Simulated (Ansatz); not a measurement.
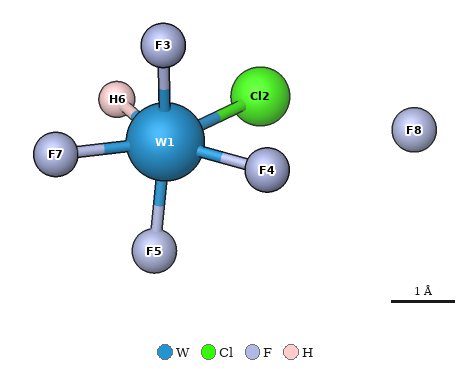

Figure 1. The structure as given in the input (ball-and-stick view, seen at a tilt; atoms are numbered from 1 in the order of the input). Sticks mark near contacts. Bond lengths as drawn: Cl–W 2.38 Å, F–W 1.85 to 1.88 Å and H–W 1.71 Å.

Run report: WHClF₅, geometry relaxation

System: WHClF₅, multiplicity 2.
Method: UKS PBE/def2-SVP (Ansatz 0.2.0).

It belongs to a series of runs on one base structure; here: end point A relaxed. Figures and captions count atoms from 1; the log counts them from 0 in places.

## Input
```yaml
crystal:
  periodic: [false, false, false]
  atoms:
    - { symbol: W, position_ang: [0.0, 0.031591, 0.042783] }
    - { symbol: Cl, position_ang: [0.0, -1.016811, 2.179041] }
    - { symbol: F, position_ang: [1.831076, 0.215969, -0.153675] }
    - { symbol: F, position_ang: [0.0, 1.536325, 1.169831] }
    - { symbol: F, position_ang: [-1.831076, 0.215969, -0.153675] }
    - { symbol: H, position_ang: [0.0, -1.678427, -0.054967] }
    - { symbol: F, position_ang: [0.0, -0.115635, -1.820853] }
    - { symbol: F, position_ang: [0.0, 0.94102, 4.021515] }
magnetization:
  spin_polarized: true
  initial_magnetization: 1
basis:
  gaussian: { orbitals: def2-SVP }
hamiltonian:
  xc: pbe
relax:
  f_tol: 0.03
  max_steps: 50
output:
  orbitals: {}
```

Machine: 4 threads of Arm Neoverse V1, 24 GiB of memory available, shared host.

Command:
```bash
ansatz run input.yaml --threads 4 --pin off --max-ram 5120MiB --backend cpu --events-out ev --progress --plain --runs-dir out
```

## Output
```
The last accepted step is kept in [file] (removed where the run ends without a failure and the disk answers)
Engine: ansatz 0.2.0, aarch64-unknown-linux-gnu
Functional definition: PBE
  parameter kappa = 0.804
  parameter beta = 0.06672455060314922
  exchange = pbe_x(kappa = kappa, mu = beta*pi^2/3)
  correlation = pbe_c(beta = beta)
1300 factors; their error is unknown
mean field evaluation 1: about -27902.5814 eV, gradient 6.3e1 eV
mean field evaluation 2: about -27387.7984 eV, gradient 2.5e2 eV
mean field evaluation 4: about -27592.7252 eV, gradient 1.6e2 eV
mean field evaluation 8: about -27920.4119 eV, gradient 8.5e-1 eV
mean field evaluation 16: about -27919.4643 eV, gradient 9.4e0 eV
mean field evaluation 32: about -27914.9561 eV, gradient 3.2e1 eV
mean field evaluation 64: about -27917.7421 eV, gradient 3.3e0 eV
mean field evaluation 96: about -27916.9856 eV, gradient 6.6e0 eV
mean field -27920.33788792 eV, -1026.0534922962 hartree, gradient 2.0e-5 eV, S^2 0.751322; 11 other end points of the search recorded, 0 dependent functions left out
the calculation of the forces begins
reference -27920.33795576 eV, -1026.0534947893 hartree; 39, 38 occupied and 86, 87 virtual orbitals, 1300 factors
relax step   1: F+E_penalty+E_count = -27920.33788792 eV  Δ(F+E_penalty+E_count) = +0.000e0 eV  max|allowed force component| = 5.232e-1 eV/Å  Δτ_max = 0.0000 Å  (476 SCF iters, accepted)
these checks for a lower state are left out or cut short: starts, cluster_reference, orbital_swaps, neighbouring_geometries, increment
1300 factors; their error is unknown
mean field evaluation 128: about -27920.4873 eV, gradient 3.0e-2 eV
mean field -27920.48729061 eV, -1026.0589827437 hartree, gradient 1.2e-5 eV, S^2 0.752201; 0 other end points of the search recorded, 0 dependent functions left out
the calculation of the forces begins
reference -27920.48735894 eV, -1026.0589852552 hartree; 39, 38 occupied and 86, 87 virtual orbitals, 1300 factors
relax step   2: F+E_penalty+E_count = -27920.48729061 eV  Δ(F+E_penalty+E_count) = -1.494e-1 eV  max|allowed force component| = 3.732e-1 eV/Å  Δτ_max = 0.1876 Å  (50 SCF iters, accepted)
these checks for a lower state are left out or cut short: starts, cluster_reference, orbital_swaps, neighbouring_geometries, increment
1300 factors; their error is unknown
mean field -27920.56150512 eV, -1026.0617100768 hartree, gradient 1.1e-5 eV, S^2 0.754476; 0 other end points of the search recorded, 0 dependent functions left out
the calculation of the forces begins
reference -27920.56157398 eV, -1026.0617126074 hartree; 39, 38 occupied and 86, 87 virtual orbitals, 1300 factors
relax step   3: F+E_penalty+E_count = -27920.56150512 eV  Δ(F+E_penalty+E_count) = -7.421e-2 eV  max|allowed force component| = 2.762e-1 eV/Å  Δτ_max = 0.1950 Å  (45 SCF iters, accepted)
these checks for a lower state are left out or cut short: starts, cluster_reference, orbital_swaps, neighbouring_geometries, increment
1300 factors; their error is unknown
mean field -27920.55191010 eV, -1026.0613574665 hartree, gradient 2.1e-5 eV, S^2 0.754741; 0 other end points of the search recorded, 0 dependent functions left out
the calculation of the forces begins
reference -27920.55197922 eV, -1026.0613600065 hartree; 39, 38 occupied and 86, 87 virtual orbitals, 1300 factors
relax step   4: F+E_penalty+E_count = -27920.55191010 eV  Δ(F+E_penalty+E_count) = +9.595e-3 eV  max|allowed force component| = 3.293e-1 eV/Å  Δτ_max = 0.1442 Å  (46 SCF iters, rejected (line search))
these checks for a lower state are left out or cut short: starts, cluster_reference, orbital_swaps, neighbouring_geometries, increment
1300 factors; their error is unknown
mean field -27920.57388456 eV, -1026.0621650128 hartree, gradient 1.2e-5 eV, S^2 0.754491; 0 other end points of the search recorded, 0 dependent functions left out
the calculation of the forces begins
reference -27920.57395343 eV, -1026.0621675440 hartree; 39, 38 occupied and 86, 87 virtual orbitals, 1300 factors
relax step   5: F+E_penalty+E_count = -27920.57388456 eV  Δ(F+E_penalty+E_count) = -1.238e-2 eV  max|allowed force component| = 6.450e-2 eV/Å  Δτ_max = 0.0546 Å  (40 SCF iters, accepted)
these checks for a lower state are left out or cut short: starts, cluster_reference, orbital_swaps, neighbouring_geometries, increment
1300 factors; their error is unknown
mean field evaluation 160: about -27920.6366 eV, gradient 5.6e0 eV
mean field -27920.57422669 eV, -1026.0621775858 hartree, gradient 1.1e-5 eV, S^2 0.754665; 0 other end points of the search recorded, 0 dependent functions left out
the calculation of the forces begins
reference -27920.57429552 eV, -1026.0621801155 hartree; 39, 38 occupied and 86, 87 virtual orbitals, 1300 factors
relax step   6: F+E_penalty+E_count = -27920.57422669 eV  Δ(F+E_penalty+E_count) = -3.421e-4 eV  max|allowed force component| = 2.063e-1 eV/Å  Δτ_max = 0.0506 Å  (40 SCF iters, accepted)
these checks for a lower state are left out or cut short: starts, cluster_reference, orbital_swaps, neighbouring_geometries, increment
1300 factors; their error is unknown
mean field -27920.57516902 eV, -1026.0622122158 hartree, gradient 2.0e-5 eV, S^2 0.754603; 0 other end points of the search recorded, 0 dependent functions left out
the calculation of the forces begins
reference -27920.57523789 eV, -1026.0622147468 hartree; 39, 38 occupied and 86, 87 virtual orbitals, 1300 factors
relax step   7: F+E_penalty+E_count = -27920.57516902 eV  Δ(F+E_penalty+E_count) = -9.423e-4 eV  max|allowed force component| = 1.901e-2 eV/Å  Δτ_max = 0.0163 Å  (41 SCF iters, accepted)
1300 factors; their error is unknown
mean field evaluation 192: about -27920.5751 eV, gradient 1.2e-1 eV
mean field evaluation 224: about -27918.5386 eV, gradient 6.1e-3 eV
mean field evaluation 256: about -27919.2309 eV, gradient 1.6e0 eV
mean field evaluation 288: about -27908.8486 eV, gradient 4.0e1 eV
mean field evaluation 320: about -27916.0482 eV, gradient 1.1e1 eV
```

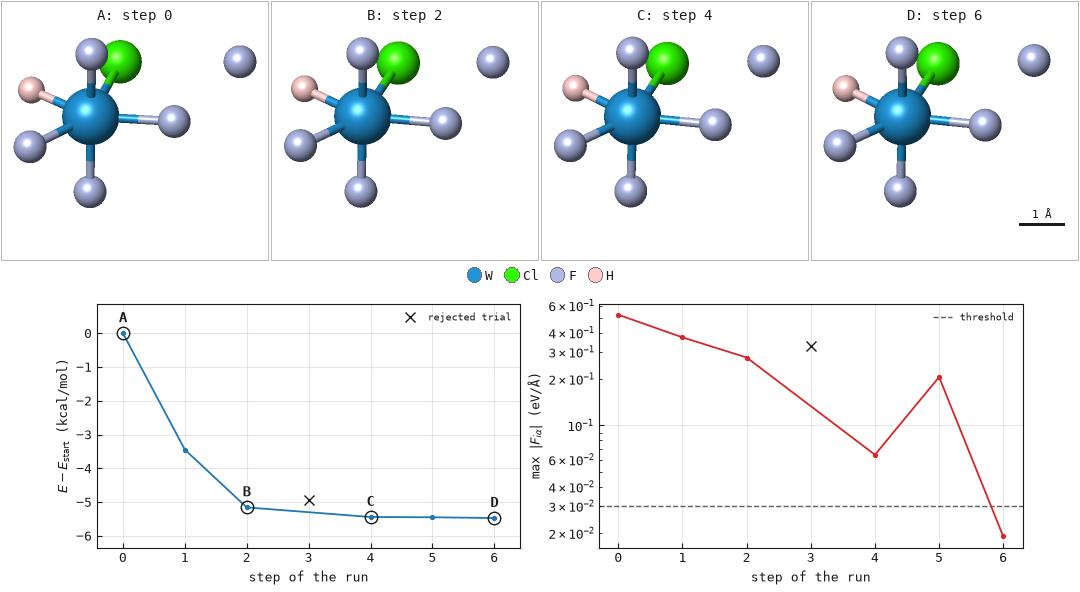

Figure 2. Frames of the relaxation (ball-and-stick view, seen at a tilt) above the curves, on which the letters mark them (the first geometry is step 0 here and step 1 in the log).

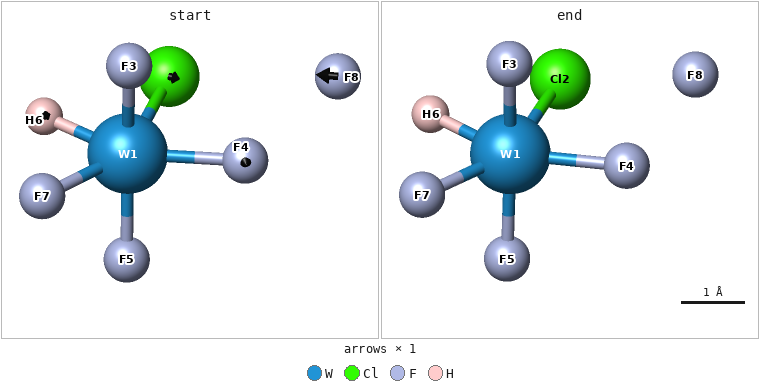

Figure 3. Before (left) and after (right) the relaxation, at one scale (ball-and-stick view, seen at a tilt). The black arrows give the displacements, at true length. F8 moves most after the best rigid fit: 0.36 Å. By element the largest moves are F 0.36 Å, Cl 0.19 Å, H 0.12 Å, W 0.04 Å. Among the contacts that change: W1–Cl2 2.380 → 2.356 Å. Among the angles that change: F3–W1–F5 163.3° → 166.2°, F4–W1–F7 131.4° → 129.0°. The energy falls by 5.47 kcal/mol in 6 geometry steps. Largest force component: 0.52 eV/Å at the start, 0.019 eV/Å at the end. The line search rejected the trial step at point 3 (counted from 0) and went back. (Atoms are counted from 1 in the order of the input.)

```
mean field -27920.57516902 eV, -1026.0622122159 hartree, gradient 2.2e-5 eV, S^2 0.754603; 11 other end points of the search recorded, 0 dependent functions left out
the calculation of the forces begins
reference -27920.57523789 eV, -1026.0622147468 hartree; 39, 38 occupied and 86, 87 virtual orbitals, 1300 factors
Total energy: -27920.57523789 eV, -1026.0622147468 hartree
Atom 0 at     0.000000     0.070354     0.065839 Å, force    -0.000000     0.006354    -0.019013 eV/Å
Atom 1 at     0.000000    -0.836158     2.240418 Å, force     0.000000     0.009754    -0.002631 eV/Å
Atom 2 at     1.840397     0.193621    -0.118704 Å, force    -0.004807     0.000247     0.000822 eV/Å
Atom 3 at     0.000000     1.655206     1.076787 Å, force    -0.000000     0.008437     0.011996 eV/Å
Atom 4 at    -1.840397     0.193621    -0.118704 Å, force     0.004807     0.000247     0.000822 eV/Å
Atom 5 at    -0.000000    -1.646052     0.058938 Å, force    -0.000000    -0.015629     0.008610 eV/Å
Atom 6 at    -0.000000    -0.140899    -1.790244 Å, force     0.000000    -0.001566     0.004130 eV/Å
Atom 7 at    -0.000000     0.640308     3.815669 Å, force    -0.000000    -0.007845    -0.004735 eV/Å
Dipole moment:    -0.000000    -0.236713    -0.577614 e Å
```

## Trajectory as extended XYZ (Å, eV, eV/Å), 7 frames, from step=1 to step=7
```
8
Properties=species:S:1:pos:R:3:forces:R:3 step=1 energy=-27920.33789
W     0.0000    0.0316    0.0428    0.0000  -0.1104   0.2754
Cl    0.0000   -1.0168    2.1790    0.0000   0.5232   0.0984
F     1.8311    0.2160   -0.1537    0.0150  -0.0034   0.0023
F     0.0000    1.5363    1.1698    0.0000  -0.0541  -0.0315
F    -1.8311    0.2160   -0.1537   -0.0150  -0.0034   0.0023
H     0.0000   -1.6784   -0.0550    0.0000   0.0104   0.0018
F     0.0000   -0.1156   -1.8209    0.0000   0.0215   0.0374
F     0.0000    0.9410    4.0215    0.0000  -0.3836  -0.3860
8
Properties=species:S:1:pos:R:3:forces:R:3 step=2 energy=-27920.48729
W     0.0000    0.0415    0.0647    0.0000   0.1314  -0.0136
Cl    0.0000   -0.9351    2.2068    0.0000   0.2893   0.3514
F     1.8320    0.2174   -0.1353    0.0253  -0.0109   0.0094
F     0.0000    1.5725    1.1516    0.0000   0.0320  -0.0371
F    -1.8320    0.2174   -0.1353   -0.0253  -0.0109   0.0094
H     0.0000   -1.6692   -0.0092    0.0000  -0.0507   0.0451
F     0.0000   -0.1295   -1.7960    0.0000  -0.0070  -0.0070
F     0.0000    0.8149    3.8826    0.0000  -0.3732  -0.3576
8
Properties=species:S:1:pos:R:3:forces:R:3 step=3 energy=-27920.56151
W     0.0000    0.0582    0.0819    0.0000  -0.0764  -0.0840
Cl    0.0000   -0.8488    2.2658    0.0000  -0.1863  -0.2762
F     1.8340    0.2171   -0.1244    0.0220  -0.0120   0.0443
F     0.0000    1.6131    1.1323    0.0000   0.1210  -0.0582
F    -1.8340    0.2171   -0.1244   -0.0220  -0.0120   0.0443
H     0.0000   -1.6648    0.0335    0.0000   0.0670   0.1198
F     0.0000   -0.1405   -1.7779    0.0000   0.0024   0.0337
F     0.0000    0.6785    3.7433    0.0000   0.0963   0.1763
8
Properties=species:S:1:pos:R:3:forces:R:3 step=4 energy=-27920.55191 accepted=F
W     0.0000    0.0738    0.0872    0.0000  -0.0586  -0.0218
Cl    0.0000   -0.8914    2.2417    0.0000   0.3293  -0.1190
F     1.8408    0.1974   -0.0925   -0.0128  -0.0157   0.0121
F     0.0000    1.7101    1.0257    0.0000  -0.2092   0.1828
F    -1.8408    0.1974   -0.0925    0.0128  -0.0157   0.0121
H     0.0000   -1.6455    0.0523    0.0000  -0.0420  -0.0084
F     0.0000   -0.1432   -1.7628    0.0000   0.0170  -0.0913
F     0.0000    0.6314    3.7709    0.0000  -0.0051   0.0335
8
Properties=species:S:1:pos:R:3:forces:R:3 step=5 energy=-27920.57389
W     0.0000    0.0645    0.0703    0.0000   0.0497   0.0302
Cl    0.0000   -0.8541    2.2356    0.0000   0.0260   0.0645
F     1.8386    0.2033   -0.1145    0.0139  -0.0126  -0.0036
F     0.0000    1.6463    1.0890    0.0000  -0.0472  -0.0222
F    -1.8386    0.2033   -0.1145   -0.0139  -0.0126  -0.0036
H     0.0000   -1.6557    0.0643    0.0000   0.0425  -0.0418
F     0.0000   -0.1346   -1.7859    0.0000  -0.0261  -0.0321
F     0.0000    0.6569    3.7857    0.0000  -0.0197   0.0086
8
Properties=species:S:1:pos:R:3:forces:R:3 step=6 energy=-27920.57423
W     0.0000    0.0773    0.0634    0.0000  -0.2063  -0.1279
Cl    0.0000   -0.8276    2.2372    0.0000   0.0118   0.0447
F     1.8404    0.1837   -0.1211    0.0395   0.0170  -0.0008
F     0.0000    1.6588    1.0688    0.0000   0.1420   0.0938
F    -1.8404    0.1837   -0.1211   -0.0395   0.0170  -0.0008
H     0.0000   -1.6410    0.0667    0.0000   0.0170  -0.0132
F     0.0000   -0.1366   -1.7935    0.0000   0.0094   0.0223
F     0.0000    0.6316    3.8295    0.0000  -0.0078  -0.0182
8
Properties=species:S:1:pos:R:3:forces:R:3 step=7 energy=-27920.57517
W     0.0000    0.0704    0.0658    0.0000   0.0064  -0.0190
Cl    0.0000   -0.8362    2.2404    0.0000   0.0098  -0.0026
F     1.8404    0.1936   -0.1187   -0.0048   0.0002   0.0008
F     0.0000    1.6552    1.0768    0.0000   0.0084   0.0120
F    -1.8404    0.1936   -0.1187    0.0048   0.0002   0.0008
H     0.0000   -1.6461    0.0589    0.0000  -0.0156   0.0086
F     0.0000   -0.1409   -1.7902    0.0000  -0.0016   0.0041
F     0.0000    0.6403    3.8157    0.0000  -0.0078  -0.0047
```

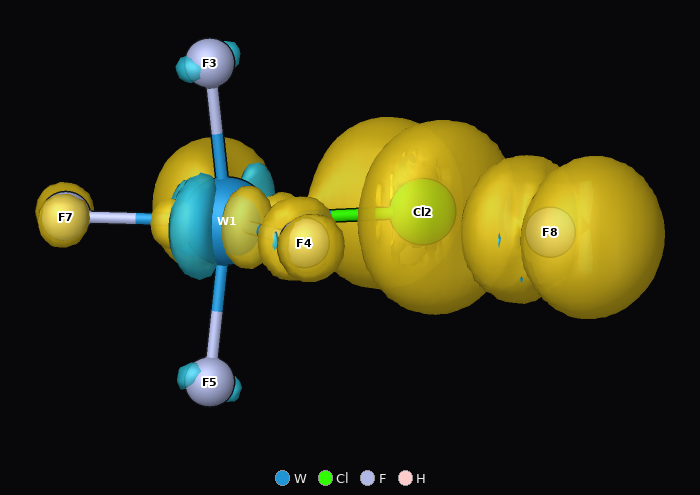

Figure 4. Isosurfaces of the spin density (α minus β) at +0.008 (yellow) and −0.008 e/Å³ (cyan), seen at a tilt. The unpaired spin (1 electron) lies mostly on F8 (about 0.6) and Cl2 (about 0.3), in electrons by Hirshfeld's partition.

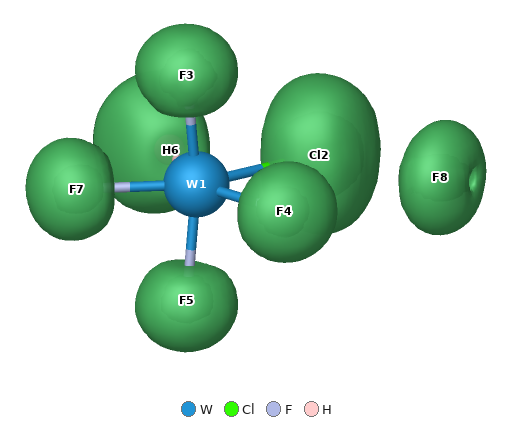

Figure 5. Isosurface of the electron localisation function at 0.75 (green), seen at a tilt. Only the valence region is drawn (cores and ρ < 0.01 e/Å³ removed). Profiles from the grid: Cl2···F8 (2.16 Å): the ELF is only about 0.15 between them. W–F (1.85 Å): the ELF peaks at about 0.80 in the valence shell of F, 0.5 Å from its nucleus, and drops to about 0.25 between the two atoms.

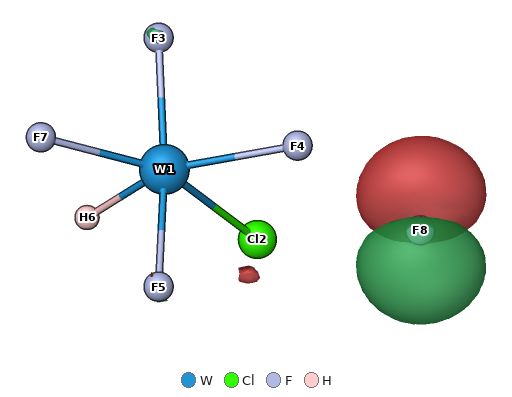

Figure 6. The HOMO (β) at ±0.15 Å⁻³ᐟ² (green and red are the two phases), seen at a tilt. Its energy is −7.08 eV.

## Results in brief

```tsv
quantity	value
outcome	converged
total energy	−27920.5752 eV
mean-field energy	−27920.5752 eV
⟨S²⟩	0.755
largest force (length of the vector) at the end	0.020 eV/Å
wall time	70 s (CPU time 4.5 min)
peak memory	0.36 GiB
```
